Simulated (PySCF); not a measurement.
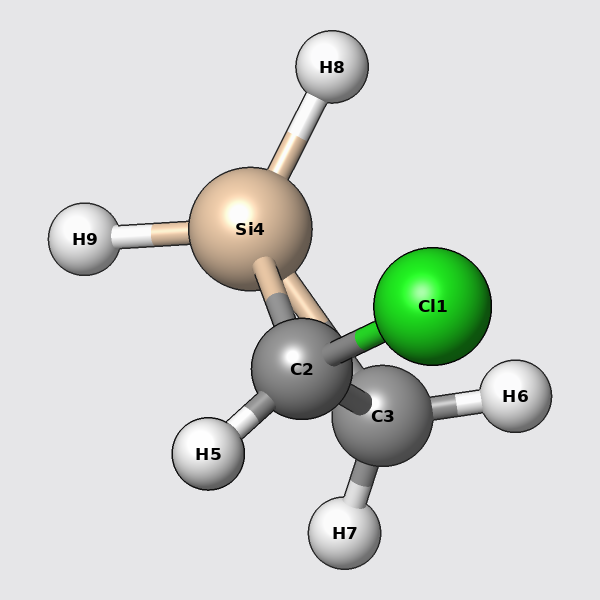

The computed structure is the end point of a PBE0-D3(BJ)/def2-SVP optimisation. No frequency run is at hand to confirm it as a minimum. Method: delta-SCF UKS SCAN, pcX-2 on the ionised atom, pcseg-1 elsewhere, spin-free X2C (PySCF 2.14.0).

Give the core-electron binding energies (to vacuum; p and d levels without spin–orbit splitting) of Cl1 1s, Cl1 2p, C2 1s, C3 1s, Si4 1s, Si4 2p.

```
atom  level  binding energy (eV)
 Cl1     1s               2828.3
 Cl1     2p                206.3
  C2     1s                291.6
  C3     1s                290.5
 Si4     1s               1846.7
 Si4     2p                107.2
```
